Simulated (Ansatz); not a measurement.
The starting structures come from a database of crystals and need not be the phases stable at ambient conditions.

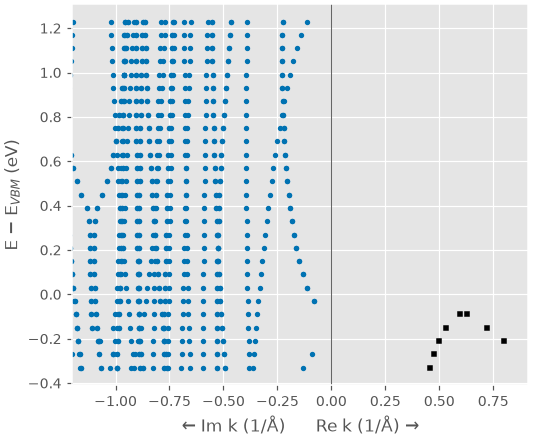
Complex bands at the centre of the two-dimensional zone; r2SCAN in Ansatz (a first-principles code)

No gap correction and no spin-orbit coupling; mid-gap values are interpolated between computed energies.

### Question
This is Cs(TeO3)2 (R-3m, not sure to be the ambient phase, 18 atoms a cell, 15.7 Å³ an atom) along the normal of (110). Read off the slowest decay at the centre of the two-dimensional zone at 0.45 eV, the computed energy nearest the middle of the gap.

### Answer
κ ≈ 0.20 1/Å, a decay length 1/(2κ) of the density of 2.5 Å.
